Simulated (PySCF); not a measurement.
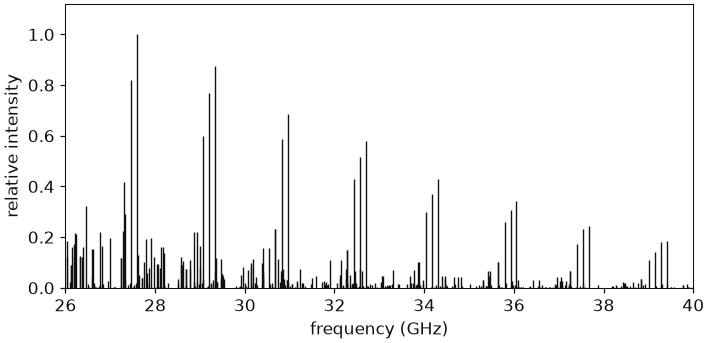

Simulated rotational absorption lines between 26 and 40 GHz at 2 K: rigid rotor with the equilibrium constants and dipole of one optimised conformer (PBE0-D3(BJ)/def2-SVP, PySCF), commonest isotopes; no centrifugal distortion, hyperfine structure, internal rotation or nuclear-spin weights; lines within 1 MHz of each other are summed.

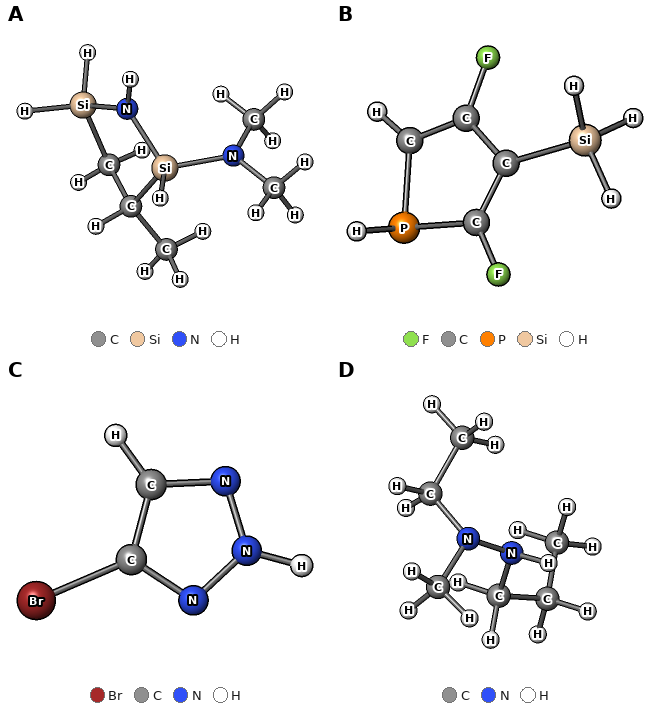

Question: Which molecule gives this spectrum? Choose among the lettered structures.

Answer: Structure A, C₅H₁₆N₂Si₂, SMILES C[C@@H]1C[SiH2]N[Si@@H]1N(C)C. Rotational constants A, B, C = 1.678, 0.8847, 0.7240 GHz, |μa|, |μb|, |μc| = 0.73, 0.15, 0.39 D.

Caveats: coarse grid, loose stop and no frequency check, small forces are noise and the end may be a saddle.
